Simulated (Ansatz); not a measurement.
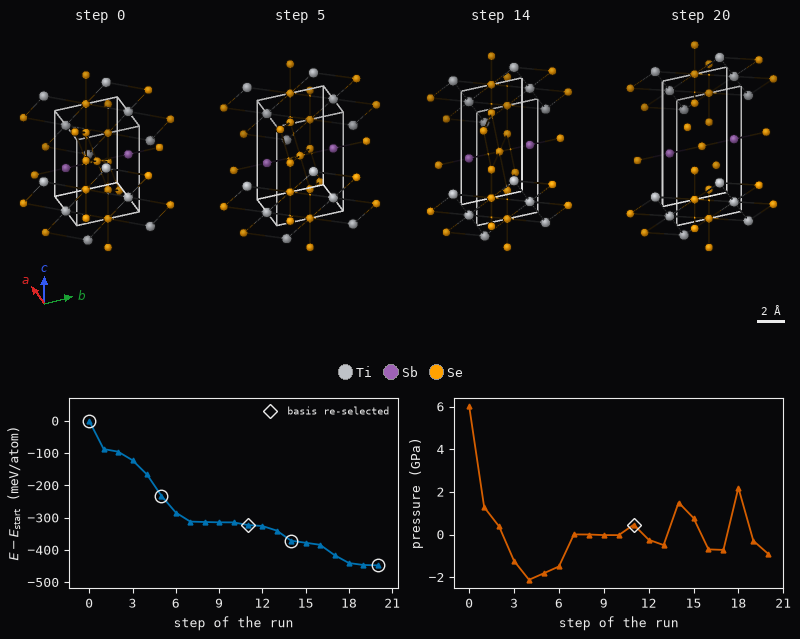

Frames of a relaxation of a crystal of TiSbSe4 (a generated structure, set up in Pmmm) (coarse preliminary run), marked on the history of the run. Style: ball-and-stick. Shown: the cell of the calculation, from a free direction.

Theory: DFT PBE, scalar-relativistic, plane waves, PAW (Ansatz). Set-up: plane-wave cutoff 420 eV; k-point mesh 4 × 4 × 2; occupations gaussian; smearing width 0.1 eV; collinear spin; cell and atoms relaxed; force threshold 0.04 eV/Å; at most 70 steps.

Q: Describe the path.

A: The run was cut off at its time limit before the relaxation converged, so the last structure is only a point on the way. After 19 accepted moves (20 points after the start) the energy has fallen by 448 meV per atom. Largest force component: 1.9 eV/Å at the start, 0.029 eV/Å at the end. Pressure: 6.00 GPa at the start and −0.91 GPa at the end. At 1 point the geometry stayed and the basis and grid were re-selected for the new cell (energy shift of 8.4 meV per atom at most each time). The largest moves relative to the cell, 1.17 Å, are those of Se atoms. Sb and Ti stay in place. The drawn cell changes as follows: a 4.399 → 2.861 Å (−35.0 %), b 5.085 → 5.240 Å (+3.1 %), c 7.674 → 11.231 Å (+46.4 %); the volume changes by −1.9 %. Among the contacts that change: Se–Se 2.519 → 6.020 Å, Se–Se 4.399 → 2.861 Å, Sb–Sb 4.399 → 2.861 Å, Ti–Ti 4.399 → 2.861 Å. Bonds break, among them: Se–Se (2.53 → 3.33 Å). Bond angles that change, for instance: Se–Ti–Se 98.3° → 122.7°, Ti–Se–Ti 81.7° → 57.3°, Se–Ti–Se 81.7° → 57.3°. The space group stays Pmmm (No. 47). From step 0 to 5: Se atoms move most (0.36 Å), volume +10.0 %, energy −232 meV per atom. From step 5 to 14: Se atoms move most (0.45 Å), volume −15.9 %, energy −139 meV per atom. From step 14 to 20: Se atoms move most (0.21 Å), volume +6.1 %, energy −76.2 meV per atom.
